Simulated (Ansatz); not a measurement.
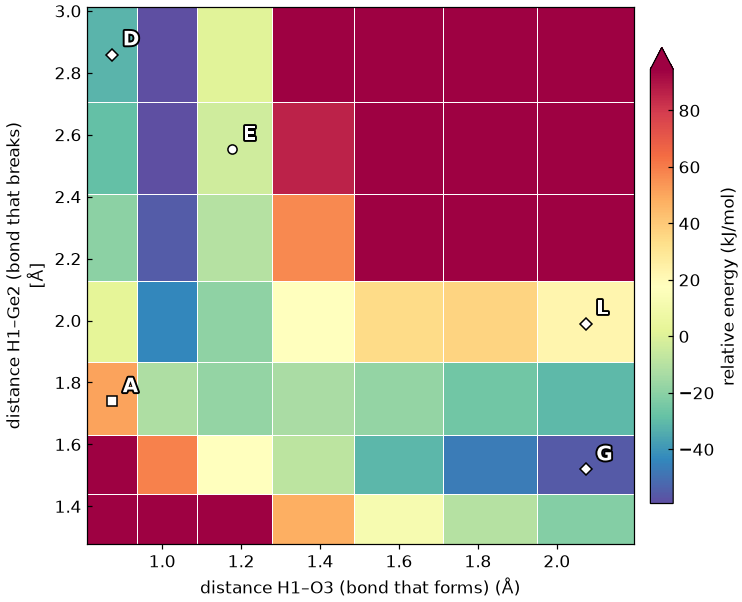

The reacting system GeH₅O₂ (fragments GeH₄ + HO₂ where the first distance is long, H₂O₂ + GeH₃ where the second is long), spin multiplicity 2. First axis: distance H1–O3 (bond that forms). Second axis: distance H1–Ge2 (bond that breaks). Relaxed at each point: all other coordinates. Grid: 7 × 7 points. Points are written as (first, second). Energies are in kJ/mol, from a guessed transition structure relaxed with its forming and breaking bonds held. Energies and slopes of some neighbouring points disagree (a jump in structure or state, or too coarse a mesh). All numbers below come from UKS PBE0-D4/def2-SVP (Ansatz).

In the figure: one coloured cell a grid point, one colour for all values above the top of the scale, lettered points.

### Is E the lowest point of the computed grid?

No. E lies 56 kJ/mol above the lowest grid point, which is at (1.001 Å, 2.859 Å).

### Rank the lettered points by energy, lowest first.

G (−56 kJ/mol), D (−32 kJ/mol), E (−3.7 kJ/mol), L (23 kJ/mol), A (51 kJ/mol).
